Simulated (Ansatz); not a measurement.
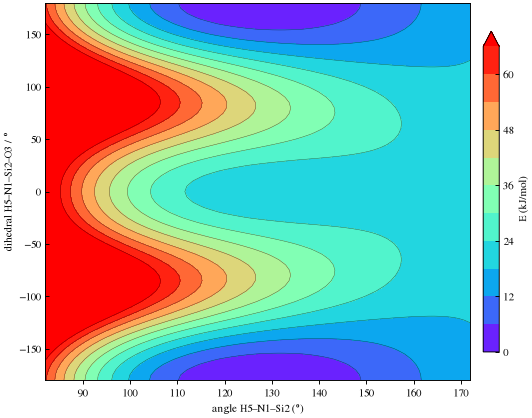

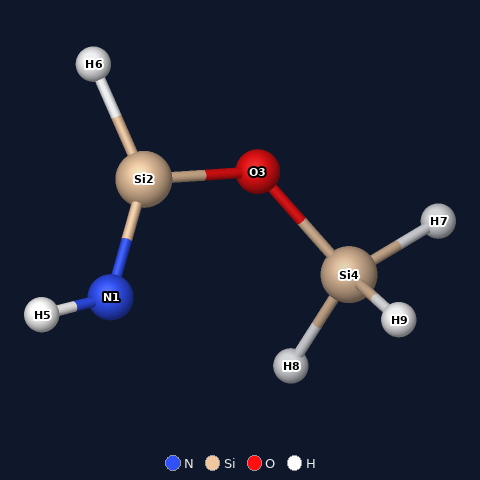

Energy landscape of H5NOSi2, SMILES N=[SiH]O[SiH3]. First axis: angle H5–N1–Si2. Second axis: dihedral H5–N1–Si2–O3. Nothing is relaxed (all other coordinates rigid). The scan uses a 13 × 12 grid. Energies: kJ/mol, counted from the lowest grid point. The dihedral twists a double bond; near 90° a spin-restricted reference is unreliable. All numbers below come from Ansatz, RKS SPW92 (LDA)/def2-TZVP.

In the figure: filled contours, one colour for all values above the top of the scale. Between grid points the surface is interpolated. The second picture is the structure at the lowest point.

### Describe this landscape.

The lowest grid point is at angle H5–N1–Si2 = 127.0°, dihedral H5–N1–Si2–O3 = −180°. There is a further well near angle H5–N1–Si2 = 127.0°, dihedral H5–N1–Si2–O3 = 0° (19 kJ/mol above the lowest at that grid point). The highest grid point, angle H5–N1–Si2 = 82.0°, dihedral H5–N1–Si2–O3 = 90°, lies 119 kJ/mol above the lowest. Round the minimum the two coordinates are nearly uncoupled.

Grid values (kJ/mol):

```tsv
dihedral H5–N1–Si2–O3 ↓, angle H5–N1–Si2 →	82.0	89.5	97.0	104.5	112.0	119.5	127.0	134.5	142.0	149.5	157.0	164.5	172.0
150	73	51	35	23	15	11	8	8	8	10	12	15	17
120	102	80	63	50	40	33	27	23	21	19	18	18	18
90	119	99	82	69	58	48	41	35	30	26	23	21	20
60	106	86	71	59	50	43	37	33	29	26	24	22	20
30	84	63	48	38	32	28	25	24	23	23	23	22	21
0	76	55	40	30	24	21	19	19	20	21	22	22	21
−30	84	63	48	38	32	28	25	24	23	23	23	22	21
−60	106	86	71	59	50	43	37	33	29	26	24	22	20
−90	119	99	82	69	58	48	41	35	30	26	23	21	20
−120	102	80	63	50	40	33	27	23	21	19	18	18	18
−150	73	51	35	23	15	11	8	8	8	10	12	15	17
−180	61	38	22	12	5	1	0	1	3	6	10	13	16
```

The input of one point:

```yaml
crystal:
  periodic: [false, false, false]
  atoms:
    - { symbol: "N", position_ang: [-1.70708, 0.918144, -0.227066] }
    - { symbol: Si, position_ang: [-0.338758, 1.304507, 0.466115] }
    - { symbol: O, position_ang: [0.8652, 0.231349, 0.432791] }
    - { symbol: Si, position_ang: [0.869728, -1.286516, -0.25655] }
    - { symbol: H, position_ang: [-2.54776, 1.48985, -0.284658] }
    - { symbol: H, position_ang: [0.170133, 2.496449, 1.201257] }
    - { symbol: H, position_ang: [2.230111, -1.840528, 0.006125] }
    - { symbol: H, position_ang: [0.628569, -1.176297, -1.724588] }
    - { symbol: H, position_ang: [-0.171249, -2.138398, 0.388513] }
basis:
  gaussian: { orbitals: def2-TZVP }
hamiltonian:
  xc: lda
output:
  forces: true
```

Time for the 156 points that were run: 7.6 min on 1 thread of Arm Neoverse V2, with other jobs on the host.
